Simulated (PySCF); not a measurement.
The calculation's input:

```
{"job": {"kind": "nmr", "xc": "PBE0", "basis": "pcSseg-1"}, "charge": 0, "multiplicity": 1}
C      2.401945    -0.372772     0.633430
C      1.302078     0.348992    -0.063432
S      1.522612     1.609428    -1.064700
O      0.094699    -0.145769     0.234809
C     -1.026992     0.465304    -0.356257
C     -2.250108    -0.364715     0.016944
F     -2.147993    -1.629209    -0.397704
F     -3.354899     0.144888    -0.543059
F     -2.458947    -0.396245     1.335064
H      2.213581    -1.444558     0.618972
H      2.438582    -0.054807     1.676104
H      3.353884    -0.145803     0.163136
H     -1.160532     1.490011     0.014204
H     -0.928587     0.494783    -1.449603
```

Run with:

```sh
OMP_NUM_THREADS=1 python probes_run.py task.json out
```

Geometry: GFN2-xTB.

These are results of PBE0/pcSseg-1, SCF density, gas phase, non-relativistic in PySCF 2.14.0, not measurements.

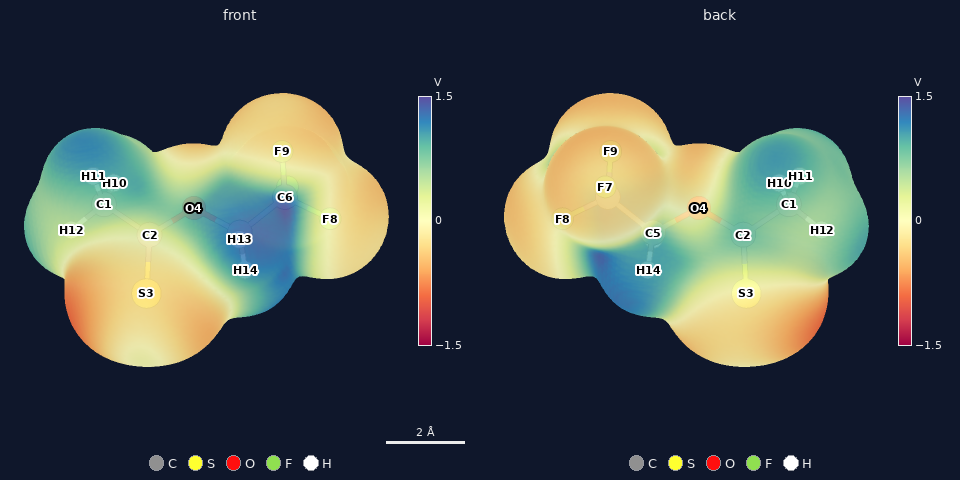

C4H5F3OS. The electrostatic potential painted on the density surface at 0.002 e/bohr³, seen from the front and from behind; the colour scale runs from red (negative) to blue (positive).

Describe the electrostatic potential map.

Answer. The most negative region (about −0.9 V, or −21 kcal/mol for a unit charge) lies over S3, the most positive (about +1.3 V, or +30 kcal/mol for a unit charge) over C6, H13 and H14.
